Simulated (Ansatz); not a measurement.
Input file:

```
crystal:
  periodic: [false, false, false]
  atoms:
    - {symbol: Si, position_ang: [-1.081159, -0.789367, 1.015989]}
    - {symbol: N, position_ang: [-0.022293, 0.187429, -0.005742]}
    - {symbol: Si, position_ang: [1.289820, -0.522958, -0.950720]}
    - {symbol: B, position_ang: [-0.230474, 1.572111, -0.069160]}
    - {symbol: Cl, position_ang: [0.789280, 2.608397, -1.069152]}
    - {symbol: Cl, position_ang: [-1.522687, 2.348602, 0.847909]}
    - {symbol: H, position_ang: [-0.626610, -2.193801, 0.884299]}
    - {symbol: H, position_ang: [-2.486057, -0.678897, 0.558362]}
    - {symbol: H, position_ang: [-0.970321, -0.363678, 2.430833]}
    - {symbol: H, position_ang: [1.266578, -1.981117, -0.686849]}
    - {symbol: H, position_ang: [2.594305, 0.036190, -0.525314]}
    - {symbol: H, position_ang: [1.076519, -0.278010, -2.396355]}
basis:
  gaussian: {orbitals: def2-TZVPP}
hamiltonian: {xc: pbe0, dispersion: d4}
output: {orbitals: {seedname: orbitals}}
```

Launched as:

```sh
ansatz run in.yaml --threads 4 --pin off --events-out ev --progress --plain --max-ram 11315MiB
```

Geometry: PBE0-D4/def2-TZVP.

Method: Ansatz 0.2.0, RKS PBE0-D4/def2-TZVPP.

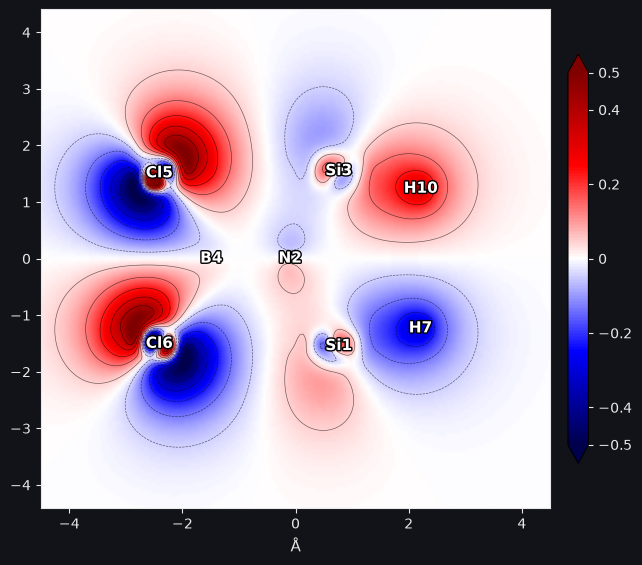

BCl2H6NSi2 (SMILES [SiH3]N([SiH3])B(Cl)Cl). The HOMO−1 on the plane of atoms Si3, N2 and B4 (values in Å⁻³ᐟ²; the overall sign is arbitrary).

> Describe this orbital and give its energy.

By Hirshfeld shares it lies mainly on Cl5 (about 35 %) and Cl6 (about 35 %); largely a combination of lone pairs on Cl5 and Cl6. Its energy is −8.87 eV.
